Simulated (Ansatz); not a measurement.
Input file:

```
crystal:
  periodic: [false, false, false]
  atoms:
    - {symbol: C, position_ang: [-1.367119, 0.520473, 0.399762]}
    - {symbol: N, position_ang: [-0.073240, -0.035936, 0.054860]}
    - {symbol: Si, position_ang: [0.199199, -1.734497, 0.119446]}
    - {symbol: C, position_ang: [0.769671, 0.836756, -0.705507]}
    - {symbol: O, position_ang: [1.209891, 1.952321, 0.032608]}
    - {symbol: H, position_ang: [-1.244809, 1.497182, 0.874050]}
    - {symbol: H, position_ang: [-1.883461, -0.132717, 1.106418]}
    - {symbol: H, position_ang: [-2.012630, 0.646678, -0.480496]}
    - {symbol: H, position_ang: [1.667137, -1.954349, 0.043138]}
    - {symbol: H, position_ang: [-0.441998, -2.515760, -0.981250]}
    - {symbol: H, position_ang: [-0.352826, -2.250941, 1.399896]}
    - {symbol: H, position_ang: [1.620087, 0.255809, -1.085842]}
    - {symbol: H, position_ang: [0.237722, 1.267603, -1.563157]}
    - {symbol: H, position_ang: [1.659574, 1.618178, 0.814976]}
basis:
  gaussian: {orbitals: def2-TZVPP}
hamiltonian: {xc: pbe0, dispersion: d4}
output: {orbitals: {seedname: orbitals}}
```

Run with:

```sh
ansatz run in.yaml --threads 4 --pin off --events-out ev --progress --plain --max-ram 10444MiB
```

Geometry: PBE0-D4/def2-TZVP.

Level of theory: Ansatz, RKS PBE0-D4/def2-TZVPP.

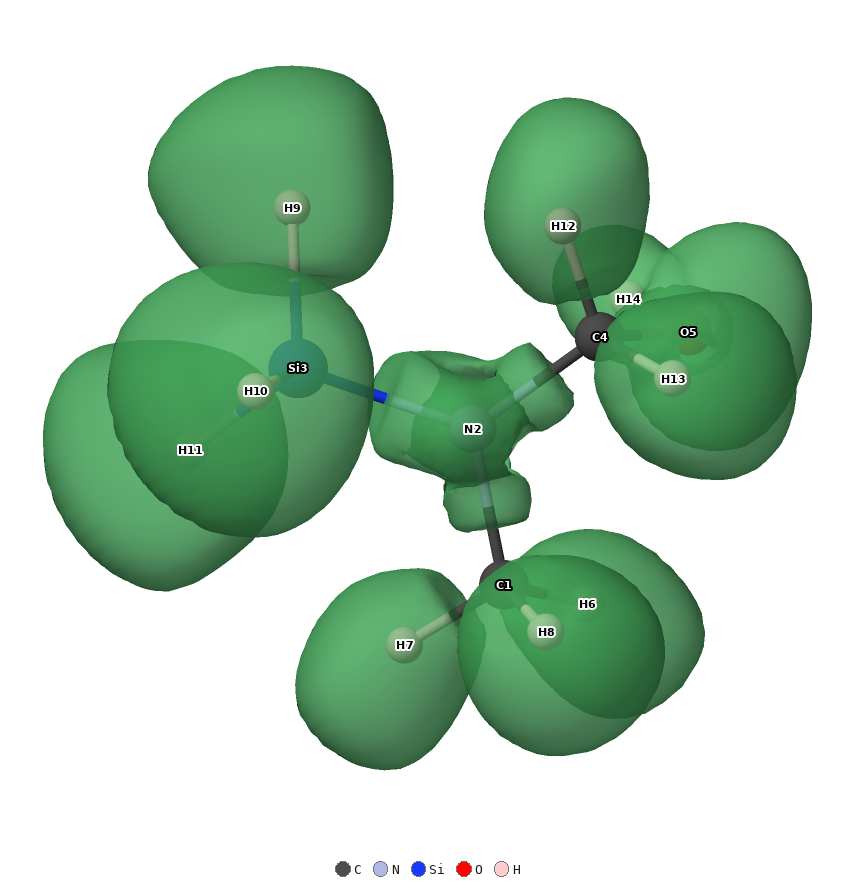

C2H9NOSi (SMILES CN([SiH3])CO). Isosurface of the ELF at 0.75 (green), seen at a tilt. Only the valence region is drawn (cores and ρ < 0.01 e/Å³ removed).

Describe the localisation domains.

The ELF exceeds this value in eight regions around hydrogen nuclei, one region on N in which the atom's valence shell and bonds are merged and one joined region spread over several atoms (H, O), in which their bonds and any lone pairs are merged. Profiles from the grid: C–O (1.41 Å): the ELF peaks at about 0.85 between the atoms; a shared but strongly polarised pair. C–N (1.43 Å): the ELF peaks at about 0.90 between the atoms: localised, covalent bonding.
